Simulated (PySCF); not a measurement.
System: C$_{3}$H$_{12}$O$_{2}$Si$_{3}$ (SMILES C=C(C)[SiH](O[SiH3])O[SiH3]).

Input

```
{"job": {"kind": "nmr", "xc": "PBE0", "basis": "pcSseg-1"}, "charge": 0, "multiplicity": 1}
C     -1.479054    -1.886987     0.717626
C     -1.584328    -0.728025     0.052589
C     -2.818261     0.126294     0.091957
Si    -0.139308    -0.140899    -0.971014
O      1.186825    -1.082946    -0.676288
Si     2.575866    -1.317230     0.196044
O      0.162175     1.435986    -0.566670
Si     1.205950     2.637736    -0.114493
H     -0.571063    -2.496279     0.673808
H     -2.300819    -2.273295     1.333823
H     -3.255796     0.240142    -0.914697
H     -3.590163    -0.299143     0.751443
H     -2.580425     1.143785     0.442684
H     -0.410138    -0.191061    -2.432408
H      2.250456    -1.623924     1.621264
H      3.319669    -2.461471    -0.401426
H      3.426339    -0.089301     0.145932
H      2.242781     2.858121    -1.167158
H      0.423519     3.891162     0.080704
H      1.888373     2.277586     1.165163
```

Launched as:

```sh
OMP_NUM_THREADS=1 python probes_run.py task.json out
```

Geometry: PBE0-D3(BJ)/def2-SVP.

Theory: PBE0/pcSseg-1, SCF density, gas phase, non-relativistic (PySCF 2.14.0).

What can the converged electron density and electron localisation function tell about the bonding?

Answer. C–C (1.34 Å): ρ at the midpoint is about 2.2 e/Å³; the ELF peaks at about 0.90 between the atoms: a multiple bond.
C–Si (1.87 Å): the density is about 1 e/Å³ at the midpoint; the ELF peaks at about 0.95 between the atoms; a covalent bond.
C–H (1.09 Å): ρ is about 2 e/Å³ halfway; the ELF climbs to about 1 towards the hydrogen, as it does in any bond to H; a covalent bond by its length.
C–C (1.50 Å): ρ at the midpoint is about 1.7 e/Å³; the ELF peaks at about 0.95 between the atoms: a covalent bond.

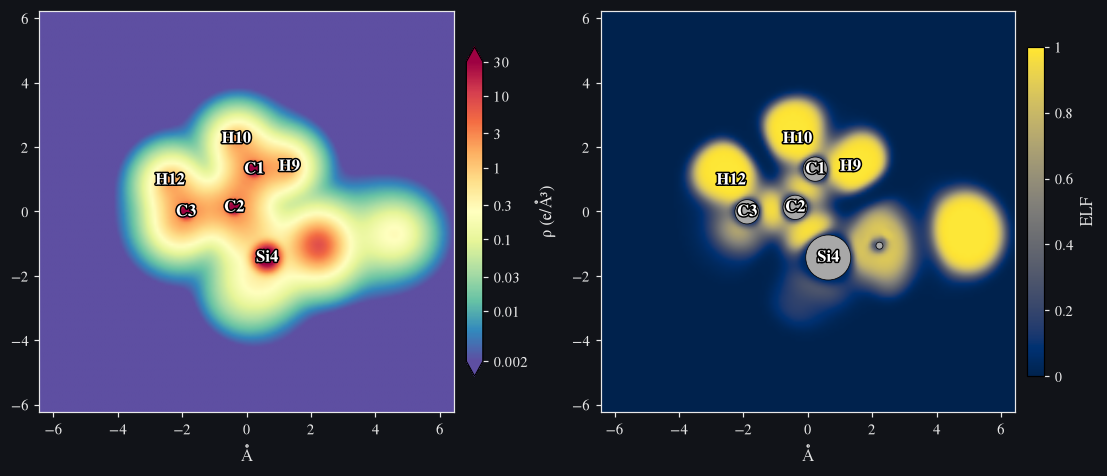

Computed electron density and electron localisation function on the plane of atoms C2, C1 and H9, in this order. Grey discs cover the atomic cores in the ELF map. 
